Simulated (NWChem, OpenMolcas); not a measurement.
## How basis sets differ on C2H6B (SMILES [BH]CC)

C2H6B: 9 atoms, total charge 0, spin state doublet. SMILES: `[BH]CC`. Geometry: relaxed at PBE0-D4/def2-TZVP. This is one conformer, not always the lowest.

```xyz
9

B    -1.4153    0.5173   -0.6236
C     0.0775    0.3469   -0.3006
C     0.5047   -0.7315    0.6886
H    -1.9156    1.3072   -1.3703
H     0.5807    0.2110   -1.2732
H     0.4286    1.3412    0.0245
H     1.5883   -0.7462    0.8288
H     0.1973   -1.7210    0.3441
H     0.0422   -0.5710    1.6646
```

Quantity: the dipole moment, in D. The values are calculated.

```
                 level          kind     program  value (D)  CPU time
ROHF/ANO-RCC-MB (DKH2)  Hartree–Fock  OpenMolcas       0.57       2 s
            UHF/STO-3G  Hartree–Fock  OpenMolcas       0.22     2.1 s
             UHF/3-21G  Hartree–Fock      NWChem       0.85     1.6 s
         UHF/def2-SVPD  Hartree–Fock  OpenMolcas       1.01      18 s
```

The values span 0.22 to 1.01 D. Magnitudes only. Sets without polarisation functions give poor dipoles. CPU times are rough (shared hosts, several kinds of processor and program).

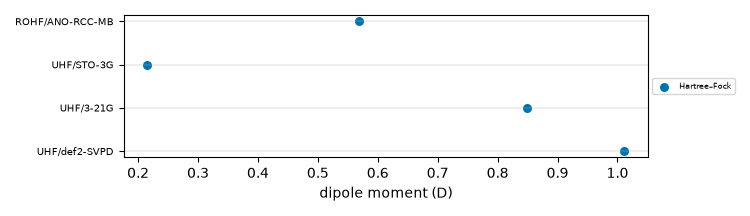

The values of the table, level by level.
